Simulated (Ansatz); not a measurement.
# H3S2: molecular dynamics (part 4 of 4)

H3S2, multiplicity 2; UKS B3LYP/def2-mTZVP (Ansatz 0.2.0). It belongs to a series of runs on one base structure; here: dynamics from the highest image of the converged band.

Geometry of the input (Å):
```
H  0.1469  -0.4701  -0.2190
S  -0.6753  -0.8776  1.0911
S  0.7506  0.6364  -1.2034
H  0.2551  -0.3477  1.9215
H  -0.4773  1.0589  -1.5902
```

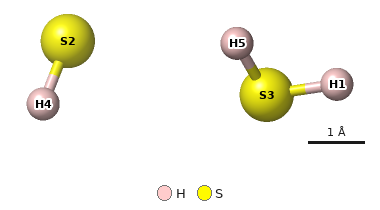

Fig. 1: The geometry at step 162 of the log (ball-and-stick view, seen at a tilt; atoms are numbered from 1 in the order of the input).

**Trajectory as extended XYZ, continued**
```
5
Properties=species:S:1:pos:R:3:forces:R:3 step=124 time_fs=62.0 energy=-21719.50181 temperature=848.9
H     0.6725    0.3100   -2.6765    0.3717   0.1010   0.5073
S    -0.7874   -0.9982    1.3247    0.0636   0.2260   0.1470
S     0.8691    0.7283   -1.3775   -0.2183  -0.2193  -0.7583
H    -0.4819    0.0676    2.1329   -0.0409  -0.2363  -0.1822
H    -0.4681    0.7782   -1.2340   -0.1761   0.1286   0.2862
5
Properties=species:S:1:pos:R:3:forces:R:3 step=127 time_fs=63.5 energy=-21719.49246 temperature=825.1
H     0.7065    0.4012   -2.6520    0.1611  -0.3063  -0.9478
S    -0.7900   -1.0003    1.3309   -0.0208  -0.0517  -0.0511
S     0.8716    0.7285   -1.3843   -0.4285   0.2330   0.7521
H    -0.4991    0.0539    2.1348    0.0374   0.0367   0.0248
H    -0.4833    0.7626   -1.2430    0.2507   0.0884   0.2221
5
Properties=species:S:1:pos:R:3:forces:R:3 step=129 time_fs=64.5 energy=-21719.45140 temperature=721.4
H     0.7314    0.4590   -2.6448    0.0405  -0.4438  -1.7887
S    -0.7917   -1.0018    1.3351   -0.0757  -0.2436  -0.1908
S     0.8731    0.7287   -1.3887   -0.5222   0.3993   1.6526
H    -0.5103    0.0449    2.1361    0.0885   0.2262   0.1706
H    -0.4911    0.7533   -1.2462    0.4689   0.0620   0.1563
5
Properties=species:S:1:pos:R:3:forces:R:3 step=132 time_fs=66.0 energy=-21719.44390 temperature=702.4
H     0.7693    0.5379   -2.6665   -0.0221  -0.3321  -1.8452
S    -0.7942   -1.0041    1.3412   -0.1227  -0.4165  -0.3179
S     0.8751    0.7293   -1.3942   -0.5758   0.3209   1.8167
H    -0.5253    0.0358    2.1414    0.1310   0.3973   0.3061
H    -0.4941    0.7404   -1.2484    0.5895   0.0303   0.0404
5
Properties=species:S:1:pos:R:3:forces:R:3 step=134 time_fs=67.0 energy=-21719.48194 temperature=798.3
H     0.7944    0.5863   -2.7031   -0.0210  -0.1626  -1.0273
S    -0.7960   -1.0058    1.3452   -0.1188  -0.4029  -0.3069
S     0.8762    0.7298   -1.3972   -0.4942   0.1652   1.0685
H    -0.5338    0.0342    2.1484    0.1253   0.3840   0.2998
H    -0.4892    0.7322   -1.2493    0.5088   0.0163  -0.0341
5
Properties=species:S:1:pos:R:3:forces:R:3 step=137 time_fs=68.5 energy=-21719.49895 temperature=841.3
H     0.8316    0.6563   -2.7729   -0.0607  -0.0142   0.5148
S    -0.7987   -1.0086    1.3510   -0.0680  -0.1998  -0.1516
S     0.8775    0.7306   -1.4012   -0.1151   0.0275  -0.3919
H    -0.5444    0.0384    2.1639    0.0727   0.1830   0.1502
H    -0.4734    0.7201   -1.2513    0.1711   0.0034  -0.1215
5
Properties=species:S:1:pos:R:3:forces:R:3 step=139 time_fs=69.5 energy=-21719.46148 temperature=745.8
H     0.8558    0.7027   -2.8155   -0.1223  -0.0112   1.2895
S    -0.8006   -1.0105    1.3547   -0.0209  -0.0026   0.0001
S     0.8784    0.7311   -1.4040    0.2564   0.0285  -1.1306
H    -0.5506    0.0436    2.1763    0.0249  -0.0121   0.0018
H    -0.4603    0.7122   -1.2540   -0.1380  -0.0026  -0.1608
5
Properties=species:S:1:pos:R:3:forces:R:3 step=142 time_fs=71.0 energy=-21719.39066 temperature=565.0
H     0.8895    0.7718   -2.8551   -0.2292  -0.0829   1.8787
S    -0.8033   -1.0134    1.3604    0.0388   0.2613   0.2057
S     0.8799    0.7320   -1.4088    0.7677   0.1042  -1.6811
H    -0.5595    0.0507    2.1945   -0.0362  -0.2731  -0.1995
H    -0.4441    0.7001   -1.2611   -0.5411  -0.0095  -0.2038
5
Properties=species:S:1:pos:R:3:forces:R:3 step=144 time_fs=72.0 energy=-21719.37548 temperature=526.2
H     0.9094    0.8170   -2.8598   -0.2900  -0.1403   1.9197
S    -0.8052   -1.0152    1.3643    0.0599   0.3634   0.2876
S     0.8811    0.7326   -1.4126    0.9370   0.1605  -1.6953
H    -0.5657    0.0525    2.2045   -0.0586  -0.3740  -0.2786
H    -0.4392    0.6920   -1.2682   -0.6484  -0.0096  -0.2334
5
Properties=species:S:1:pos:R:3:forces:R:3 step=147 time_fs=73.5 energy=-21719.42001 temperature=639.7
H     0.9340    0.8822   -2.8332   -0.3415  -0.1799   1.4667
S    -0.8079   -1.0178    1.3703    0.0567   0.3642   0.2940
S     0.8835    0.7336   -1.4192    0.8189   0.1855  -1.1944
H    -0.5762    0.0485    2.2145   -0.0580  -0.3743  -0.2807
H    -0.4431    0.6797   -1.2831   -0.4761   0.0044  -0.2856
5
Properties=species:S:1:pos:R:3:forces:R:3 step=149 time_fs=74.5 energy=-21719.46450 temperature=752.9
H     0.9464    0.9235   -2.7974   -0.3373  -0.1332   0.7878
S    -0.8097   -1.0193    1.3744    0.0329   0.2634   0.2193
S     0.8854    0.7344   -1.4242    0.5370   0.1199  -0.4876
H    -0.5839    0.0414    2.2178   -0.0364  -0.2740  -0.2032
H    -0.4516    0.6716   -1.2964   -0.1963   0.0240  -0.3163
5
Properties=species:S:1:pos:R:3:forces:R:3 step=152 time_fs=76.0 energy=-21719.47202 temperature=771.8
H     0.9590    0.9837   -2.7326   -0.2621   0.1143  -0.7198
S    -0.8124   -1.0216    1.3806   -0.0233   0.0021   0.0187
S     0.8886    0.7355   -1.4317    0.0042  -0.1623   1.0319
H    -0.5959    0.0263    2.2196    0.0168  -0.0140   0.0012
H    -0.4670    0.6598   -1.3220    0.2644   0.0599  -0.3320
5
Properties=species:S:1:pos:R:3:forces:R:3 step=154 time_fs=77.0 energy=-21719.43098 temperature=668.1
H     0.9642    1.0248   -2.6959   -0.1829   0.3681  -1.6988
S    -0.8141   -1.0230    1.3848   -0.0625  -0.1932  -0.1343
S     0.8907    0.7362   -1.4364   -0.2987  -0.4357   1.9908
H    -0.6038    0.0157    2.2205    0.0546   0.1808   0.1560
H    -0.4748    0.6526   -1.3430    0.4896   0.0800  -0.3136
5
Properties=species:S:1:pos:R:3:forces:R:3 step=157 time_fs=78.5 energy=-21719.40844 temperature=611.5
H     0.9689    1.0936   -2.6722   -0.0969   0.5812  -2.0612
S    -0.8169   -1.0253    1.3910   -0.0992  -0.3947  -0.2949
S     0.8937    0.7371   -1.4423   -0.4946  -0.6597   2.2839
H    -0.6146    0.0035    2.2250    0.0904   0.3824   0.3177
H    -0.4773    0.6433   -1.3801    0.6003   0.0908  -0.2456
5
Properties=species:S:1:pos:R:3:forces:R:3 step=159 time_fs=79.5 energy=-21719.45103 temperature=719.2
H     0.9707    1.1461   -2.6806   -0.0843   0.4415  -1.3705
S    -0.8187   -1.0270    1.3950   -0.0982  -0.4088  -0.3074
S     0.8955    0.7374   -1.4454   -0.4163  -0.5101   1.5317
H    -0.6208   -0.0004    2.2316    0.0899   0.3973   0.3295
H    -0.4720    0.6382   -1.4078    0.5089   0.0802  -0.1833
5
Properties=species:S:1:pos:R:3:forces:R:3 step=162 time_fs=81.0 energy=-21719.49817 temperature=839.0
H     0.9719    1.2317   -2.7145   -0.0865  -0.0643   0.1525
S    -0.8215   -1.0297    1.4009   -0.0600  -0.2396  -0.1725
S     0.8980    0.7376   -1.4492   -0.0778   0.0367  -0.0826
H    -0.6285    0.0006    2.2470    0.0535   0.2300   0.1915
H    -0.4556    0.6319   -1.4525    0.1707   0.0373  -0.0889
5
Properties=species:S:1:pos:R:3:forces:R:3 step=165 time_fs=82.5 energy=-21719.45552 temperature=730.7
H     0.9714    1.3160   -2.7459   -0.0600  -0.5552   1.2474
S    -0.8244   -1.0326    1.4066   -0.0025   0.0445   0.0588
S     0.9005    0.7378   -1.4532    0.3203   0.5894  -1.2458
H    -0.6351    0.0064    2.2665   -0.0015  -0.0524  -0.0447
H    -0.4357    0.6263   -1.4992   -0.2563  -0.0264  -0.0157
5
Properties=species:S:1:pos:R:3:forces:R:3 step=167 time_fs=83.5 energy=-21719.41153 temperature=618.5
H     0.9702    1.3662   -2.7533   -0.0224  -0.7677   1.6023
S    -0.8263   -1.0346    1.4104    0.0305   0.2159   0.2010
S     0.9022    0.7382   -1.4562    0.4911   0.8438  -1.6340
H    -0.6395    0.0100    2.2793   -0.0332  -0.2232  -0.1900
H    -0.4249    0.6224   -1.5306   -0.4659  -0.0688   0.0208
5
Properties=species:S:1:pos:R:3:forces:R:3 step=170 time_fs=85.0 energy=-21719.39275 temperature=570.5
H     0.9683    1.4274   -2.7357    0.0541  -0.8755   1.6534
S    -0.8292   -1.0373    1.4163    0.0570   0.3582   0.3239
S     0.9051    0.7392   -1.4616    0.4578   0.9972  -1.7373
H    -0.6466    0.0111    2.2947   -0.0589  -0.3663  -0.3162
H    -0.4171    0.6151   -1.5772   -0.5100  -0.1137   0.0762
5
Properties=species:S:1:pos:R:3:forces:R:3 step=172 time_fs=86.0 energy=-21719.42220 temperature=645.7
H     0.9675    1.4580   -2.7042    0.1135  -0.7825   1.3953
S    -0.8310   -1.0390    1.4204    0.0564   0.3541   0.3251
S     0.9072    0.7403   -1.4659    0.2382   0.9171  -1.5261
H    -0.6521    0.0077    2.3014   -0.0586  -0.3634  -0.3184
H    -0.4180    0.6090   -1.6074   -0.3495  -0.1253   0.1241
5
Properties=species:S:1:pos:R:3:forces:R:3 step=175 time_fs=87.5 energy=-21719.48209 temperature=798.1
H     0.9686    1.4906   -2.6335    0.2084  -0.3156   0.5553
S    -0.8338   -1.0414    1.4266    0.0314   0.2023   0.2034
S     0.9105    0.7423   -1.4732   -0.2460   0.4433  -0.7672
H    -0.6612   -0.0037    2.3060   -0.0342  -0.2126  -0.1971
H    -0.4247    0.5976   -1.6503    0.0404  -0.1173   0.2056
5
Properties=species:S:1:pos:R:3:forces:R:3 step=177 time_fs=88.5 energy=-21719.48782 temperature=812.5
H     0.9717    1.5080   -2.5787    0.2691   0.2372  -0.2628
S    -0.8357   -1.0429    1.4309    0.0041   0.0293   0.0579
S     0.9126    0.7439   -1.4783   -0.5585  -0.1278   0.0080
H    -0.6678   -0.0140    2.3065   -0.0070  -0.0389  -0.0522
H    -0.4293    0.5886   -1.6766    0.2923  -0.0998   0.2491
5
Properties=species:S:1:pos:R:3:forces:R:3 step=180 time_fs=90.0 energy=-21719.43320 temperature=674.4
H     0.9813    1.5404   -2.5036    0.3286   1.1591  -1.3976
S    -0.8384   -1.0452    1.4372   -0.0372  -0.2493  -0.1843
S     0.9154    0.7461   -1.4860   -0.8507  -1.0910   1.1276
H    -0.6777   -0.0296    2.3069    0.0355   0.2433   0.1874
H    -0.4304    0.5733   -1.7115    0.5238  -0.0620   0.2668
5
Properties=species:S:1:pos:R:3:forces:R:3 step=182 time_fs=91.0 energy=-21719.41482 temperature=628.2
H     0.9915    1.5744   -2.4686    0.3139   1.4243  -1.6033
S    -0.8403   -1.0468    1.4414   -0.0541  -0.3777  -0.3007
S     0.9170    0.7472   -1.4907   -0.8565  -1.3885   1.3658
H    -0.6839   -0.0375    2.3091    0.0539   0.3751   0.3008
H    -0.4252    0.5624   -1.7316    0.5427  -0.0333   0.2374
5
Properties=species:S:1:pos:R:3:forces:R:3 step=185 time_fs=92.5 energy=-21719.46945 temperature=766.2
H     1.0122    1.6499   -2.4432    0.1692   0.8640  -0.8547
S    -0.8431   -1.0494    1.4476   -0.0503  -0.3882  -0.3212
S     0.9188    0.7481   -1.4971   -0.5284  -0.8714   0.7278
H    -0.6922   -0.0426    2.3177    0.0532   0.3911   0.3155
H    -0.4080    0.5454   -1.7578    0.3563   0.0045   0.1326
5
Properties=species:S:1:pos:R:3:forces:R:3 step=187 time_fs=93.5 energy=-21719.50104 temperature=846.4
H     1.0283    1.7114   -2.4377    0.0163   0.1159  -0.0860
S    -0.8450   -1.0512    1.4515   -0.0293  -0.2696  -0.2263
S     0.9199    0.7484   -1.5010   -0.1376  -0.1419   0.0641
H    -0.6972   -0.0413    2.3272    0.0344   0.2760   0.2164
H    -0.3921    0.5341   -1.7734    0.1162   0.0197   0.0318
5
Properties=species:S:1:pos:R:3:forces:R:3 step=190 time_fs=95.0 energy=-21719.46782 temperature=762.0
H     1.0521    1.8036   -2.4292   -0.2094  -0.8952   0.7720
S    -0.8479   -1.0542    1.4573    0.0143   0.0090   0.0052
S     0.9214    0.7488   -1.5070    0.4938   0.8547  -0.6231
H    -0.7040   -0.0350    2.3449   -0.0060   0.0022  -0.0211
H    -0.3669    0.5175   -1.7967   -0.2927   0.0294  -0.1329
5
Properties=species:S:1:pos:R:3:forces:R:3 step=192 time_fs=96.0 energy=-21719.41893 temperature=637.4
H     1.0659    1.8558   -2.4154   -0.3250  -1.3229   1.0485
S    -0.8498   -1.0561    1.4612    0.0406   0.1902   0.1570
S     0.9226    0.7493   -1.5111    0.8027   1.2685  -0.8059
H    -0.7086   -0.0304    2.3568   -0.0304  -0.1761  -0.1764
H    -0.3530    0.5068   -1.8136   -0.4879   0.0403  -0.2232
5
Properties=species:S:1:pos:R:3:forces:R:3 step=195 time_fs=97.5 energy=-21719.38418 temperature=548.5
H     1.0804    1.9098   -2.3758   -0.4288  -1.5604   1.0946
S    -0.8526   -1.0590    1.4671    0.0630   0.3608   0.2986
S     0.9248    0.7508   -1.5178    0.9248   1.4490  -0.7897
H    -0.7161   -0.0270    2.3711   -0.0506  -0.3429  -0.3222
H    -0.3411    0.4915   -1.8431   -0.5084   0.0936  -0.2813
5
Properties=species:S:1:pos:R:3:forces:R:3 step=197 time_fs=98.5 energy=-21719.40597 temperature=604.1
H     1.0851    1.9275   -2.3364   -0.4489  -1.4444   0.9237
S    -0.8545   -1.0607    1.4712    0.0639   0.3793   0.3108
S     0.9267    0.7523   -1.5225    0.7685   1.2648  -0.6399
H    -0.7216   -0.0286    2.3770   -0.0505  -0.3594  -0.3367
H    -0.3392    0.4824   -1.8660   -0.3330   0.1597  -0.2579
5
Properties=species:S:1:pos:R:3:forces:R:3 step=200 time_fs=100.0 energy=-21719.46975 temperature=766.6
H     1.0842    1.9293   -2.2618   -0.3978  -0.7822   0.3902
S    -0.8572   -1.0632    1.4774    0.0459   0.2578   0.1998
S     0.9298    0.7553   -1.5300    0.3103   0.4798  -0.2069
H    -0.7309   -0.0372    2.3800   -0.0313  -0.2360  -0.2287
H    -0.3414    0.4719   -1.9048    0.0729   0.2806  -0.1544
```

**Key numbers**

```csv
quantity,value
outcome,finished
mean temperature over the second half,735 K
trajectory,"200 steps, 100 fs"
ensemble,nve
temperature in the input,300.0 K
time step,0.5 fs
potential energy (last step),−21719.4700 eV
mean-field energy (last step),−21719.4700 eV
⟨S²⟩ (last step),0.753
largest force (length of the vector) (last step),0.960 eV/Å
wall time,3 min (CPU time 5.6 min)
peak memory,0.14 GiB
```

**Notes**

So short a trajectory is not equilibrated.
